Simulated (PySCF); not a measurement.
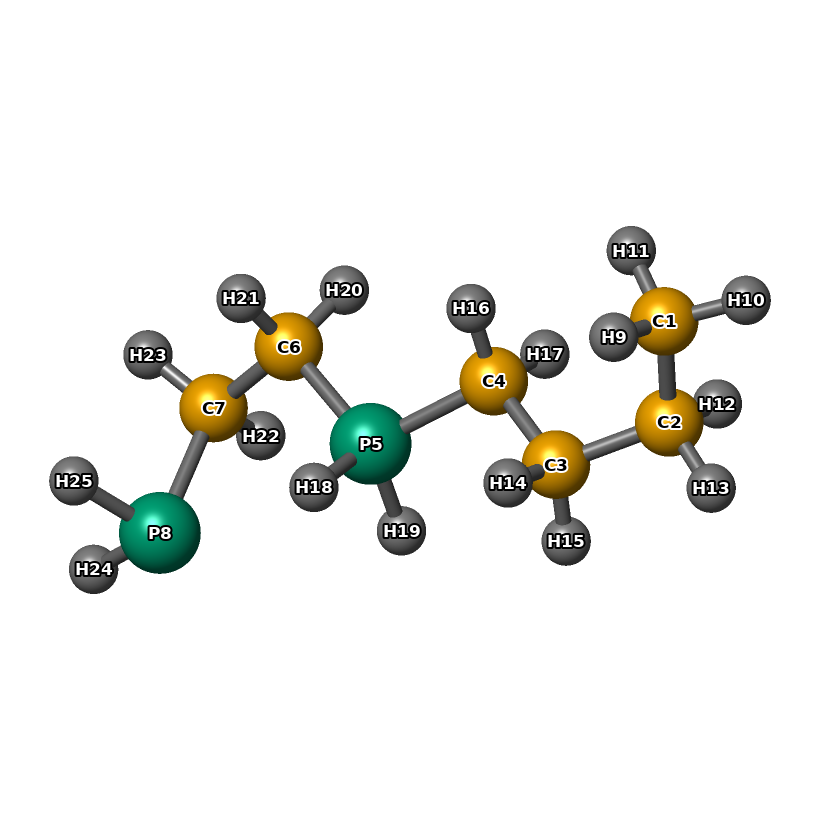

The thickness of each stick grows with its Mayer bond order. The species has charge +1 and is a spin singlet. The computed structure is the end point of a GFN2-xTB optimisation. No frequency run is at hand to confirm it as a minimum. Method: PBE0/pcSseg-1 (PySCF 2.14.0).

List the Mayer bond orders of C1–C2, C2–C3, C3–C4, C4–P5, P5–C6, C6–C7, C7–P8 (bonds between heavy atoms, one of each equivalent set).

| bond | Mayer order | length (Å) |
| --- | --- | --- |
| C1–C2 | 1.05 | 1.524 |
| C2–C3 | 1.05 | 1.530 |
| C3–C4 | 0.98 | 1.536 |
| C4–P5 | 1.00 | 1.809 |
| P5–C6 | 0.98 | 1.820 |
| C6–C7 | 1.00 | 1.531 |
| C7–P8 | 0.97 | 1.870 |

The geometry is semi-empirical. Around P such bond lengths and angles can be off by a tenth of an ångström or more and by several degrees, and values that hang on the shape move with them.
